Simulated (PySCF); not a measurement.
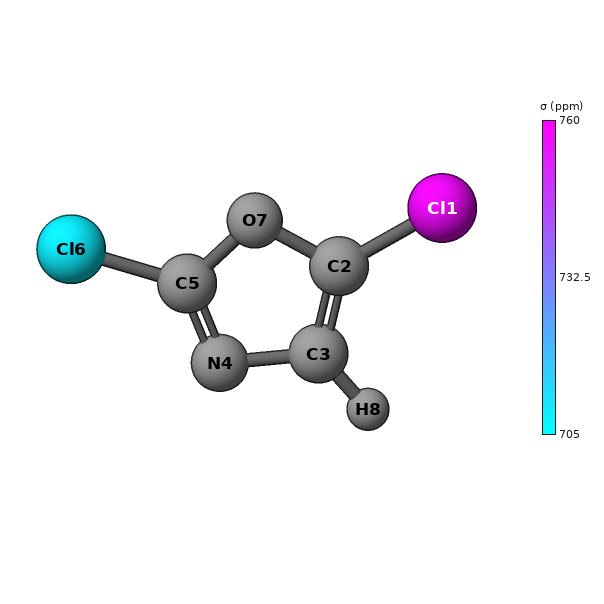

Atoms are coloured by their isotropic NMR shieldings (Cl only, the others grey). Computed geometry: PBE0-D3(BJ)/def2-SVP optimisation. No frequency run is at hand to confirm it as a minimum. Properties computed with GIAO PBE0/pcSseg-1 NMR shielding, non-relativistic, IEF-PCM chloroform (PySCF 2.14.0).

List the isotropic NMR shieldings of the Cl atoms.

| atom | σ (ppm) |
| --- | --- |
| Cl1 | 757.4 |
| Cl6 | 708.5 |
